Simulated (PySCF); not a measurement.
# C3H7AlO: core binding energies at several levels of theory, part 2 of 3

PySCF 2.14.0. Atoms count from 0. Earlier steps stand in the parts before.

## Step 5: Core-electron binding energies: PBE, X2C

What the job is given:

```
{"job": {"kind": "xps", "xc": "PBE"}, "charge": 0, "multiplicity": 1}
C     -2.917961     0.006023    -0.184981
C     -1.699283    -0.341981    -0.628909
Al    -0.127032     0.221622     0.349513
O      1.406025    -0.205954    -0.241275
C      2.749137    -0.066269     0.070951
H     -3.845153    -0.283746    -0.696630
H     -3.054349     0.605829     0.724998
H     -1.650229    -0.943646    -1.546789
H     -0.257325     1.072956     1.685282
H      3.221252    -1.053275     0.225003
H      3.293078     0.429578    -0.753004
H      2.921558     0.530391     0.987634
```

Method: delta-SCF UKS PBE, pcX-2 on the ionised atom, pcseg-1 elsewhere, spin-free X2C.

Standard output:

```text
ground state, core basis on atom 0 (C), 140 functions
  cycle   1  E = -436.11277402  |g| = 8.51e-01
  cycle   2  E = -434.97201279  |g| = 2.31e+00
  cycle   3  E = -436.23694221  |g| = 3.67e-01
  cycle   4  E = -436.26995999  |g| = 1.39e-01
  cycle   5  E = -436.27498086  |g| = 3.57e-02
  cycle   6  E = -436.27515825  |g| = 2.82e-02
  cycle   7  E = -436.27537881  |g| = 4.02e-03
  cycle   8  E = -436.27538210  |g| = 7.50e-04
  cycle   9  E = -436.27538296  |g| = 2.42e-04
  E(ground) = -436.27517129 Eh
hole in C 1s of atom 0
  cycle   1  E = -425.05573941  |g| = 1.52e+00
  cycle   2  E = -419.07009737  |g| = 3.04e+00
  cycle   3  E = -424.96312271  |g| = 1.16e+00
  cycle   4  E = -425.50757248  |g| = 5.19e-01
  cycle   5  E = -425.56531899  |g| = 3.20e-01
  cycle   6  E = -425.62698281  |g| = 5.49e-02
  cycle   7  E = -425.62801945  |g| = 3.48e-02
  cycle   8  E = -425.62859176  |g| = 1.09e-02
  cycle   9  E = -425.62866403  |g| = 2.64e-03
  cycle  10  E = -425.62867038  |g| = 7.43e-04
  cycle  11  E = -425.62867114  |g| = 6.92e-04
  cycle  12  E = -425.62867177  |g| = 2.00e-04
  E(ion) = -425.62846539 Eh   <S^2> = 0.7753   hole on atom = 1.000   binding energy = 289.712 eV
ground state, core basis on atom 1 (C), 140 functions
  cycle   1  E = -436.27648973  |g| = 7.36e-02
  cycle   2  E = -436.27582242  |g| = 5.34e-02
  cycle   3  E = -436.27522122  |g| = 7.05e-02
  cycle   4  E = -436.27659880  |g| = 5.89e-03
  cycle   5  E = -436.27660978  |g| = 8.48e-04
  cycle   6  E = -436.27661043  |g| = 4.47e-04
  E(ground) = -436.27642383 Eh
hole in C 1s of atom 1
  cycle   1  E = -425.07878538  |g| = 1.52e+00
  cycle   2  E = -422.34331494  |g| = 2.42e+00
  cycle   3  E = -425.15068837  |g| = 9.72e-01
  cycle   4  E = -425.55550486  |g| = 4.74e-01
  cycle   5  E = -425.63677226  |g| = 1.94e-01
  cycle   6  E = -425.65110558  |g| = 7.26e-02
  cycle   7  E = -425.65476455  |g| = 8.50e-03
  cycle   8  E = -425.65479440  |g| = 5.78e-03
  cycle   9  E = -425.65481461  |g| = 2.50e-03
  cycle  10  E = -425.65481913  |g| = 1.30e-03
  cycle  11  E = -425.65482011  |g| = 5.27e-04
  cycle  12  E = -425.65482038  |g| = 1.16e-04
  E(ion) = -425.65464216 Eh   <S^2> = 0.7743   hole on atom = 1.000   binding energy = 289.033 eV
ground state, core basis on atom 2 (Al), 151 functions
  cycle   1  E = -436.32273316  |g| = 2.28e-01
  cycle   2  E = -436.32270255  |g| = 4.57e-02
  cycle   3  E = -436.32242159  |g| = 5.11e-02
  cycle   4  E = -436.32287944  |g| = 2.23e-02
  cycle   5  E = -436.32300806  |g| = 4.23e-03
  cycle   6  E = -436.32301287  |g| = 6.03e-04
  cycle   7  E = -436.32301352  |g| = 3.61e-04
  E(ground) = -436.32295082 Eh
hole in Al 1s of atom 2
  cycle   1  E = -377.83125395  |g| = 4.04e+00
  cycle   2  E = -377.40328451  |g| = 2.38e+00
  cycle   3  E = -378.14275108  |g| = 1.09e+00
  cycle   4  E = -378.65436321  |g| = 6.52e-01
  cycle   5  E = -378.80154335  |g| = 3.13e-01
  cycle   6  E = -378.84575431  |g| = 1.35e-01
  cycle   7  E = -378.85381309  |g| = 6.30e-02
  cycle   8  E = -378.85560535  |g| = 2.34e-02
  cycle   9  E = -378.85591459  |g| = 3.74e-03
  cycle  10  E = -378.85592130  |g| = 1.29e-03
  cycle  11  E = -378.85592249  |g| = 1.22e-04
  E(ion) = -378.85585953 Eh   <S^2> = 0.7517   hole on atom = 1.000   binding energy = 1563.759 eV
hole in Al 2p of atom 2
  cycle   1  E = -433.10700151  |g| = 1.08e+00
  cycle   2  E = -432.69243573  |g| = 1.24e+00
  cycle   3  E = -433.21812685  |g| = 5.29e-01
  cycle   4  E = -433.36661372  |g| = 1.96e-01
  cycle   5  E = -433.37647416  |g| = 1.19e-01
  cycle   6  E = -433.38350797  |g| = 4.26e-02
  cycle   7  E = -433.38434161  |g| = 1.90e-02
  cycle   8  E = -433.38454542  |g| = 4.81e-03
  cycle   9  E = -433.38455616  |g| = 1.60e-03
  cycle  10  E = -433.38455722  |g| = 2.80e-04
  E(ion) = -433.38449574 Eh   <S^2> = 0.7542   hole on atom = 1.003   binding energy = 79.959 eV
  2p3/2 = 79.652 eV   2p1/2 = 80.120 eV
ground state, core basis on atom 3 (O), 140 functions
  cycle   1  E = -436.30546287  |g| = 1.13e-01
  cycle   2  E = -436.30495971  |g| = 5.89e-02
  cycle   3  E = -436.30400678  |g| = 9.31e-02
  cycle   4  E = -436.30562979  |g| = 6.66e-03
  cycle   5  E = -436.30563984  |g| = 2.78e-03
  cycle   6  E = -436.30564163  |g| = 6.85e-04
  cycle   7  E = -436.30564201  |g| = 1.94e-04
  E(ground) = -436.30557640 Eh
hole in O 1s of atom 3
  cycle   1  E = -415.75935459  |g| = 2.26e+00
  cycle   2  E = -412.65746073  |g| = 2.94e+00
  cycle   3  E = -413.12730614  |g| = 1.78e+00
  cycle   4  E = -416.37280780  |g| = 5.94e-01
  cycle   5  E = -416.54159544  |g| = 2.93e-01
  cycle   6  E = -416.57394667  |g| = 1.78e-01
  cycle   7  E = -416.58747551  |g| = 8.88e-02
  cycle   8  E = -416.59174003  |g| = 2.37e-02
  cycle   9  E = -416.59198917  |g| = 2.86e-03
  cycle  10  E = -416.59199396  |g| = 6.89e-04
  cycle  11  E = -416.59199412  |g| = 1.48e-04
  E(ion) = -416.59204495 Eh   <S^2> = 0.7565   hole on atom = 1.000   binding energy = 536.433 eV
ground state, core basis on atom 4 (C), 140 functions
  cycle   1  E = -436.27445439  |g| = 9.41e-02
  cycle   2  E = -436.27154693  |g| = 1.39e-01
  cycle   3  E = -436.27479086  |g| = 4.27e-02
  cycle   4  E = -436.27510839  |g| = 1.34e-02
  cycle   5  E = -436.27515224  |g| = 1.85e-03
  cycle   6  E = -436.27515272  |g| = 1.14e-03
  cycle   7  E = -436.27515456  |g| = 7.50e-05
  E(ground) = -436.27500164 Eh
hole in C 1s of atom 4
  cycle   1  E = -425.02845711  |g| = 1.51e+00
  cycle   2  E = -420.58609405  |g| = 2.94e+00
  cycle   3  E = -421.94918356  |g| = 2.04e+00
  cycle   4  E = -425.42530349  |g| = 6.04e-01
  cycle   5  E = -425.50332140  |g| = 3.55e-01
  cycle   6  E = -425.54784598  |g| = 2.12e-01
  cycle   7  E = -425.56970907  |g| = 7.05e-02
  cycle   8  E = -425.57164163  |g| = 3.37e-02
  cycle   9  E = -425.57228605  |g| = 3.74e-03
  cycle  10  E = -425.57229604  |g| = 8.31e-04
  cycle  11  E = -425.57229720  |g| = 2.49e-04
  E(ion) = -425.57218646 Eh   <S^2> = 0.7615   hole on atom = 1.000   binding energy = 291.238 eV
```

Run time: 22 s. Hardware: 1 thread of Arm Neoverse V1, shared host; peak memory 0.55 GiB.

The holes in one table. −ε is the ground-state orbital energy:

```tsv
hole	stands for	environment	ΔSCF (eV; 2p as the shell's mean)	−ε (eV)	⟨S²⟩
C1s on C0	C0	terminal =CH2 carbon	289.71	269.4	0.775
C1s on C1	C1	alkene CH	289.03	268.8	0.774
Al1s on Al2	Al2	aluminium bonded to C, O, H	1563.76	1509.1	0.752
Al2p on Al2	Al2	aluminium bonded to C, O, H	79.81	68.4	0.754
O1s on O3	O3	oxygen bonded to C, Al	536.43	510.1	0.756
C1s on C4	C4	methyl carbon bonded to O	291.24	270.2	0.761
```

With the spin-orbit splitting: Al2 2p3/2 79.65, 2p1/2 80.12 eV. The table gives each 2p level as the mean over the whole 2p shell (two parts 2p3/2, one part 2p1/2), which differs a little from the single hole in the log.

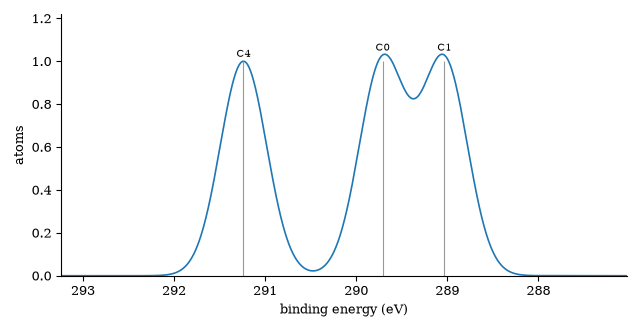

The C1s photoelectron lines, weighted by the number of atoms. Lines are broadened to a width of 0.60 eV (Gaussian).

## Step 6: Core holes by ΔSCF: HF, X2C

The job, as its differences from that of step 5:

```diff
@@ -1,2 +1,2 @@
-{"job": {"kind": "xps", "xc": "PBE"}, "charge": 0, "multiplicity": 1}
+{"job": {"kind": "xps", "xc": "HF"}, "charge": 0, "multiplicity": 1}
 C     -2.917961     0.006023    -0.184981
```

Level: delta-SCF UKS HF, pcX-2 on the ionised atom, pcseg-1 elsewhere, spin-free X2C.

Standard output:

```text
ground state, core basis on atom 0 (C), 140 functions
  cycle   1  E = -434.82683818  |g| = 5.87e-01
  cycle   2  E = -434.89511790  |g| = 3.57e-01
  cycle   3  E = -434.91942623  |g| = 6.55e-02
  cycle   4  E = -434.92091736  |g| = 1.20e-02
  cycle   5  E = -434.92096898  |g| = 2.99e-03
  cycle   6  E = -434.92097388  |g| = 7.41e-04
  cycle   7  E = -434.92097429  |g| = 2.90e-04
  E(ground) = -434.92097429 Eh
hole in C 1s of atom 0
  cycle   1  E = -423.67196143  |g| = 1.49e+00
  cycle   2  E = -423.98394132  |g| = 8.80e-01
  cycle   3  E = -424.23963765  |g| = 1.26e-01
  cycle   4  E = -424.24815843  |g| = 3.85e-02
  cycle   5  E = -424.24957719  |g| = 2.29e-02
  cycle   6  E = -424.25118820  |g| = 1.56e-02
  cycle   7  E = -424.25239897  |g| = 1.23e-02
  cycle   8  E = -424.25331677  |g| = 9.24e-03
  cycle   9  E = -424.25403518  |g| = 4.23e-03
  cycle  10  E = -424.25415479  |g| = 1.15e-03
  cycle  11  E = -424.25415794  |g| = 5.06e-04
  cycle  12  E = -424.25415859  |g| = 2.00e-04
  E(ion) = -424.25415859 Eh   <S^2> = 0.9685   hole on atom = 1.000   binding energy = 290.259 eV
ground state, core basis on atom 1 (C), 140 functions
  cycle   1  E = -434.92349945  |g| = 2.66e-02
  cycle   2  E = -434.92357486  |g| = 5.15e-03
  cycle   3  E = -434.92358032  |g| = 2.94e-03
  cycle   4  E = -434.92358241  |g| = 2.66e-04
  E(ground) = -434.92358241 Eh
hole in C 1s of atom 1
  cycle   1  E = -423.70931488  |g| = 1.49e+00
  cycle   2  E = -424.01713220  |g| = 8.84e-01
  cycle   3  E = -424.27750623  |g| = 1.28e-01
  cycle   4  E = -424.28538502  |g| = 3.45e-02
  cycle   5  E = -424.28650191  |g| = 2.06e-02
  cycle   6  E = -424.28781251  |g| = 1.50e-02
  cycle   7  E = -424.28896950  |g| = 1.19e-02
  cycle   8  E = -424.28978733  |g| = 9.48e-03
  cycle   9  E = -424.29059923  |g| = 4.46e-03
  cycle  10  E = -424.29073676  |g| = 1.25e-03
  cycle  11  E = -424.29074385  |g| = 4.31e-04
  E(ion) = -424.29074385 Eh   <S^2> = 0.9591   hole on atom = 1.000   binding energy = 289.334 eV
ground state, core basis on atom 2 (Al), 151 functions
  cycle   1  E = -434.97149476  |g| = 6.64e-02
  cycle   2  E = -434.97176767  |g| = 7.84e-03
  cycle   3  E = -434.97178153  |g| = 3.04e-03
  cycle   4  E = -434.97178404  |g| = 6.94e-04
  cycle   5  E = -434.97178426  |g| = 2.37e-04
  E(ground) = -434.97178426 Eh
hole in Al 1s of atom 2
  cycle   1  E = -376.39109589  |g| = 3.96e+00
  cycle   2  E = -377.28910318  |g| = 9.54e-01
  cycle   3  E = -377.36982784  |g| = 9.11e-02
  cycle   4  E = -377.37220245  |g| = 4.24e-02
  cycle   5  E = -377.37296655  |g| = 8.11e-03
  cycle   6  E = -377.37302849  |g| = 3.68e-03
  cycle   7  E = -377.37304542  |g| = 1.50e-03
  cycle   8  E = -377.37305045  |g| = 6.44e-04
  cycle   9  E = -377.37305136  |g| = 3.80e-04
  E(ion) = -377.37305136 Eh   <S^2> = 0.7539   hole on atom = 1.000   binding energy = 1567.341 eV
hole in Al 2p of atom 2
  cycle   1  E = -431.78155023  |g| = 1.06e+00
  cycle   2  E = -432.02309490  |g| = 3.30e-01
  cycle   3  E = -432.04149644  |g| = 4.37e-02
  cycle   4  E = -432.04241981  |g| = 2.28e-02
  cycle   5  E = -432.04270970  |g| = 6.11e-03
  cycle   6  E = -432.04276961  |g| = 3.52e-03
  cycle   7  E = -432.04279364  |g| = 1.97e-03
  cycle   8  E = -432.04280797  |g| = 1.31e-03
  cycle   9  E = -432.04281456  |g| = 1.07e-03
  cycle  10  E = -432.04282238  |g| = 9.25e-04
  cycle  11  E = -432.04282874  |g| = 8.47e-04
  cycle  12  E = -432.04284030  |g| = 7.07e-04
  cycle  13  E = -432.04285868  |g| = 3.73e-04
  E(ion) = -432.04285868 Eh   <S^2> = 0.7637   hole on atom = 1.003   binding energy = 79.700 eV
  2p3/2 = 79.520 eV   2p1/2 = 79.923 eV
ground state, core basis on atom 3 (O), 140 functions
  cycle   1  E = -434.95557949  |g| = 3.59e-02
  cycle   2  E = -434.95568545  |g| = 7.21e-03
  cycle   3  E = -434.95569202  |g| = 4.39e-03
  cycle   4  E = -434.95569525  |g| = 4.09e-04
  E(ground) = -434.95569525 Eh
hole in O 1s of atom 3
  cycle   1  E = -414.41618371  |g| = 2.21e+00
  cycle   2  E = -414.94810588  |g| = 1.17e+00
  cycle   3  E = -415.23511323  |g| = 9.98e-02
  cycle   4  E = -415.23806414  |g| = 2.08e-02
  cycle   5  E = -415.23842194  |g| = 1.06e-02
  cycle   6  E = -415.23854500  |g| = 3.76e-03
  cycle   7  E = -415.23856160  |g| = 1.14e-03
  cycle   8  E = -415.23856280  |g| = 4.64e-04
  E(ion) = -415.23856280 Eh   <S^2> = 0.7683   hole on atom = 1.000   binding energy = 536.531 eV
ground state, core basis on atom 4 (C), 140 functions
  cycle   1  E = -434.92074043  |g| = 4.49e-02
  cycle   2  E = -434.92093312  |g| = 2.78e-02
  cycle   3  E = -434.92106626  |g| = 2.91e-03
  cycle   4  E = -434.92106857  |g| = 5.86e-04
  cycle   5  E = -434.92106873  |g| = 2.41e-04
  E(ground) = -434.92106873 Eh
hole in C 1s of atom 4
  cycle   1  E = -423.64556192  |g| = 1.48e+00
  cycle   2  E = -424.00375071  |g| = 7.46e-01
  cycle   3  E = -424.17851735  |g| = 1.17e-01
  cycle   4  E = -424.18379195  |g| = 3.64e-02
  cycle   5  E = -424.18457398  |g| = 1.82e-02
  cycle   6  E = -424.18515229  |g| = 1.06e-02
  cycle   7  E = -424.18547602  |g| = 3.19e-03
  cycle   8  E = -424.18550240  |g| = 9.35e-04
  cycle   9  E = -424.18550400  |g| = 3.91e-04
  E(ion) = -424.18550400 Eh   <S^2> = 0.7928   hole on atom = 1.000   binding energy = 292.130 eV
```

Wall time 24 s (1 thread of Arm Neoverse V1, shared host); peak memory 0.55 GiB.

Binding energies by hole, beside the orbital energy of the ground state; the difference holds orbital relaxation and, for a density functional, its self-interaction error:

```tsv
hole	stands for	environment	ΔSCF (eV; 2p as the shell's mean)	−ε (eV)	⟨S²⟩
C1s on C0	C0	terminal =CH2 carbon	290.26 (doubtful)	306.1	0.969
C1s on C1	C1	alkene CH	289.33 (doubtful)	305.2	0.959
Al1s on Al2	Al2	aluminium bonded to C, O, H	1567.34	1594.1	0.754
Al2p on Al2	Al2	aluminium bonded to C, O, H	79.65	86.8	0.764
O1s on O3	O3	oxygen bonded to C, Al	536.53	558.9	0.768
C1s on C4	C4	methyl carbon bonded to O	292.13	306.8	0.793
```

Doubtful: the ion did not converge, its hole moved, or its ⟨S²⟩ is well above 0.75.

With the spin-orbit splitting: Al2 2p3/2 79.52, 2p1/2 79.92 eV. The table gives each 2p level as the mean over the whole 2p shell (two parts 2p3/2, one part 2p1/2), which differs a little from the single hole in the log.

## Step 7: Core-electron binding energies: SCAN, X2C

The job, as its differences from that of step 6:

```diff
@@ -1,2 +1,2 @@
-{"job": {"kind": "xps", "xc": "HF"}, "charge": 0, "multiplicity": 1}
+{"job": {"kind": "xps", "basis": "pcX-1"}, "charge": 0, "multiplicity": 1}
 C     -2.917961     0.006023    -0.184981
```

With the program's defaults for keys left out, this is: delta-SCF UKS SCAN, pcX-1 on the ionised atom, pcseg-1 elsewhere, spin-free X2C.

Standard output:

```text
ground state, core basis on atom 0 (C), 119 functions
  cycle   1  E = -436.39195804  |g| = 7.82e-01
  cycle   2  E = -435.81035902  |g| = 1.78e+00
  cycle   3  E = -436.50762074  |g| = 2.73e-01
  cycle   4  E = -436.52604164  |g| = 8.01e-02
  cycle   5  E = -436.52783659  |g| = 1.35e-02
  cycle   6  E = -436.52789432  |g| = 4.76e-03
  cycle   7  E = -436.52789783  |g| = 3.96e-03
  cycle   8  E = -436.52790237  |g| = 5.10e-04
  cycle   9  E = -436.52790225  |g| = 1.77e-04
  E(ground) = -436.56883507 Eh
hole in C 1s of atom 0
  cycle   1  E = -425.27484466  |g| = 1.50e+00
  cycle   2  E = -423.05407124  |g| = 2.22e+00
  cycle   3  E = -425.45060058  |g| = 8.83e-01
  cycle   4  E = -425.77610540  |g| = 4.05e-01
  cycle   5  E = -425.83885218  |g| = 1.66e-01
  cycle   6  E = -425.84959544  |g| = 5.27e-02
  cycle   7  E = -425.85179243  |g| = 8.46e-03
  cycle   8  E = -425.85183924  |g| = 8.81e-03
  cycle   9  E = -425.85188726  |g| = 2.64e-03
  cycle  10  E = -425.85190430  |g| = 1.87e-03
  cycle  11  E = -425.85191112  |g| = 1.35e-03
  cycle  12  E = -425.85191345  |g| = 3.40e-04
  E(ion) = -425.89130465 Eh   <S^2> = 0.7990   hole on atom = 1.000   binding energy = 290.550 eV
ground state, core basis on atom 1 (C), 119 functions
  cycle   1  E = -436.52711539  |g| = 6.06e-02
  cycle   2  E = -436.52338268  |g| = 1.29e-01
  cycle   3  E = -436.52801835  |g| = 5.53e-03
  cycle   4  E = -436.52802781  |g| = 2.98e-03
  cycle   5  E = -436.52803100  |g| = 1.52e-03
  cycle   6  E = -436.52802970  |g| = 1.85e-04
  E(ground) = -436.56900841 Eh
hole in C 1s of atom 1
  cycle   1  E = -425.30135365  |g| = 1.50e+00
  cycle   2  E = -422.99834165  |g| = 2.16e+00
  cycle   3  E = -425.41902573  |g| = 9.22e-01
  cycle   4  E = -425.81603151  |g| = 3.66e-01
  cycle   5  E = -425.86645628  |g| = 1.69e-01
  cycle   6  E = -425.87907344  |g| = 4.15e-02
  cycle   7  E = -425.88004102  |g| = 1.22e-02
  cycle   8  E = -425.88015146  |g| = 5.71e-03
  cycle   9  E = -425.88019037  |g| = 3.89e-03
  cycle  10  E = -425.88021406  |g| = 2.59e-03
  cycle  11  E = -425.88022991  |g| = 1.20e-03
  cycle  12  E = -425.88023597  |g| = 5.70e-04
  cycle  13  E = -425.88023614  |g| = 1.57e-04
  E(ion) = -425.91970965 Eh   <S^2> = 0.8033   hole on atom = 1.000   binding energy = 289.782 eV
ground state, core basis on atom 2 (Al), 131 functions
  cycle   1  E = -436.60586031  |g| = 1.58e-01
  cycle   2  E = -436.60471750  |g| = 8.28e-02
  cycle   3  E = -436.60363540  |g| = 9.73e-02
  cycle   4  E = -436.60635560  |g| = 1.37e-02
  cycle   5  E = -436.60639451  |g| = 3.29e-03
  cycle   6  E = -436.60639688  |g| = 4.34e-04
  E(ground) = -436.61007237 Eh
hole in Al 1s of atom 2
  cycle   1  E = -378.02832351  |g| = 3.97e+00
  cycle   2  E = -378.04482580  |g| = 2.04e+00
  cycle   3  E = -378.56314622  |g| = 8.68e-01
  cycle   4  E = -378.92109090  |g| = 4.60e-01
  cycle   5  E = -378.99882289  |g| = 2.10e-01
  cycle   6  E = -379.01999282  |g| = 7.82e-02
  cycle   7  E = -379.02252682  |g| = 3.95e-02
  cycle   8  E = -379.02332252  |g| = 1.02e-02
  cycle   9  E = -379.02337996  |g| = 2.77e-03
  cycle  10  E = -379.02338434  |g| = 1.14e-03
  cycle  11  E = -379.02338436  |g| = 2.24e-04
  E(ion) = -379.03031642 Eh   <S^2> = 0.7523   hole on atom = 1.000   binding energy = 1566.825 eV
hole in Al 2p of atom 2
  cycle   1  E = -433.36126780  |g| = 1.07e+00
  cycle   2  E = -433.17567750  |g| = 1.02e+00
  cycle   3  E = -433.51873089  |g| = 4.35e-01
  cycle   4  E = -433.62635250  |g| = 1.37e-01
  cycle   5  E = -433.63082165  |g| = 8.63e-02
  cycle   6  E = -433.63455014  |g| = 3.21e-02
  cycle   7  E = -433.63496232  |g| = 1.63e-02
  cycle   8  E = -433.63510632  |g| = 4.16e-03
  cycle   9  E = -433.63511551  |g| = 1.13e-03
  cycle  10  E = -433.63511691  |g| = 4.02e-04
  E(ion) = -433.64417544 Eh   <S^2> = 0.7544   hole on atom = 1.003   binding energy = 80.706 eV
  2p3/2 = 80.271 eV   2p1/2 = 80.817 eV
ground state, core basis on atom 3 (O), 119 functions
  cycle   1  E = -436.53053508  |g| = 3.03e-02
  cycle   2  E = -436.53032166  |g| = 4.07e-02
  cycle   3  E = -436.53060237  |g| = 1.25e-02
  cycle   4  E = -436.53063324  |g| = 2.26e-03
  cycle   5  E = -436.53063276  |g| = 1.16e-03
  cycle   6  E = -436.53063402  |g| = 1.58e-04
  E(ground) = -436.56838259 Eh
hole in O 1s of atom 3
  cycle   1  E = -415.95856927  |g| = 2.22e+00
  cycle   2  E = -415.50628844  |g| = 2.17e+00
  cycle   3  E = -416.71020616  |g| = 4.25e-01
  cycle   4  E = -416.72688457  |g| = 2.75e-01
  cycle   5  E = -416.77504317  |g| = 7.23e-02
  cycle   6  E = -416.77769243  |g| = 3.11e-02
  cycle   7  E = -416.77822295  |g| = 5.99e-03
  cycle   8  E = -416.77824245  |g| = 2.17e-03
  cycle   9  E = -416.77824433  |g| = 8.51e-04
  cycle  10  E = -416.77824458  |g| = 1.59e-04
  E(ion) = -416.81784413 Eh   <S^2> = 0.7611   hole on atom = 1.000   binding energy = 537.440 eV
ground state, core basis on atom 4 (C), 119 functions
  cycle   1  E = -436.52710918  |g| = 4.39e-02
  cycle   2  E = -436.52633003  |g| = 7.31e-02
  cycle   3  E = -436.52748367  |g| = 1.03e-02
  cycle   4  E = -436.52749938  |g| = 4.74e-03
  cycle   5  E = -436.52750495  |g| = 3.44e-04
  E(ground) = -436.56788334 Eh
hole in C 1s of atom 4
  cycle   1  E = -425.24528879  |g| = 1.49e+00
  cycle   2  E = -422.32941195  |g| = 2.42e+00
  cycle   3  E = -423.45564796  |g| = 1.85e+00
  cycle   4  E = -425.72143940  |g| = 4.14e-01
  cycle   5  E = -425.75754949  |g| = 2.70e-01
  cycle   6  E = -425.78401041  |g| = 1.01e-01
  cycle   7  E = -425.78930662  |g| = 3.08e-02
  cycle   8  E = -425.78979294  |g| = 1.42e-02
  cycle   9  E = -425.78991544  |g| = 2.22e-03
  cycle  10  E = -425.78991925  |g| = 1.08e-03
  cycle  11  E = -425.78992097  |g| = 3.92e-04
  E(ion) = -425.82999498 Eh   <S^2> = 0.7703   hole on atom = 1.000   binding energy = 292.193 eV
```

It took 29 s on 1 thread of Arm Neoverse V1, shared host; peak memory 0.55 GiB.

The holes in one table. −ε is the ground-state orbital energy:

```tsv
hole	stands for	environment	ΔSCF (eV; 2p as the shell's mean)	−ε (eV)	⟨S²⟩
C1s on C0	C0	terminal =CH2 carbon	290.55	273.8	0.799
C1s on C1	C1	alkene CH	289.78	273.1	0.803
Al1s on Al2	Al2	aluminium bonded to C, O, H	1566.82	1517.9	0.752
Al2p on Al2	Al2	aluminium bonded to C, O, H	80.45	70.5	0.754
O1s on O3	O3	oxygen bonded to C, Al	537.44	515.8	0.761
C1s on C4	C4	methyl carbon bonded to O	292.19	274.6	0.770
```

With the spin-orbit splitting: Al2 2p3/2 80.27, 2p1/2 80.82 eV. The table gives each 2p level as the mean over the whole 2p shell (two parts 2p3/2, one part 2p1/2), which differs a little from the single hole in the log.

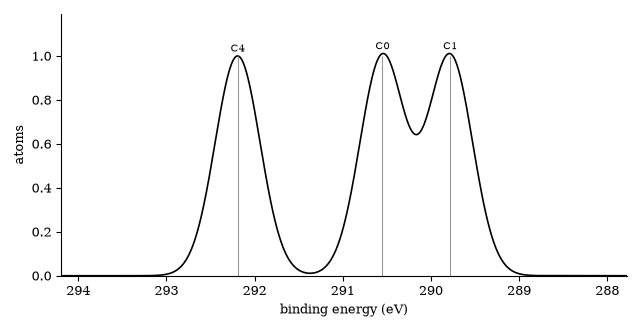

The C1s photoelectron lines, weighted by the number of atoms. Lines are broadened to a width of 0.60 eV (Gaussian).

(Part 2 of 3 ends here.)
